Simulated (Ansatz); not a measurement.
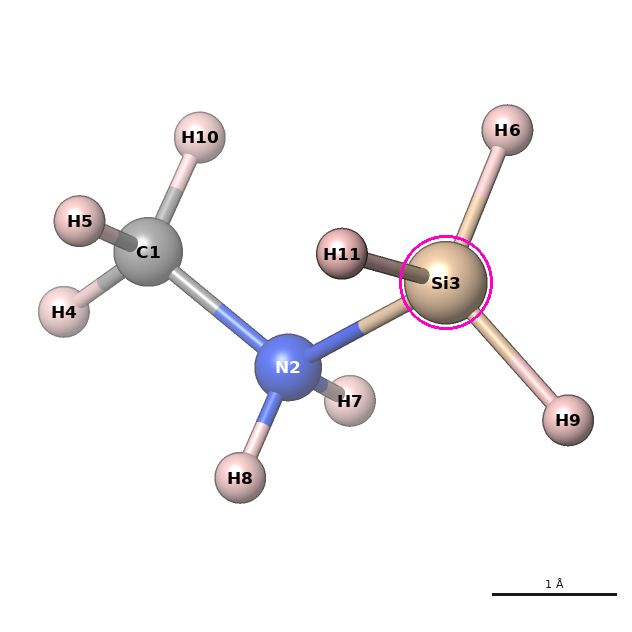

Orthographic view. Atoms fade into the background with distance from the viewer. State: charge +1, singlet. Computed geometry: PBE-D4/def2-SVP optimisation. No frequency run is at hand to confirm it as a minimum.

Which atoms are bonded to the circled atom?

Answer. The circled atom is Si3; it is bonded to N2, H6, H9, H11.

Which atom is nearest the viewer?

Answer. H11, 2.1 Å in front of the mean position.

What is the shortest path along bonds from the circled atom to H5?

Answer. Si3–N2–C1–H5, 3 bonds; through space the two are 3.08 Å apart.

Of C1 and H5, which is nearer the viewer?

Answer. H5; the bond to C1 points away from the viewer, so it looks shorter than its 1.11 Å.
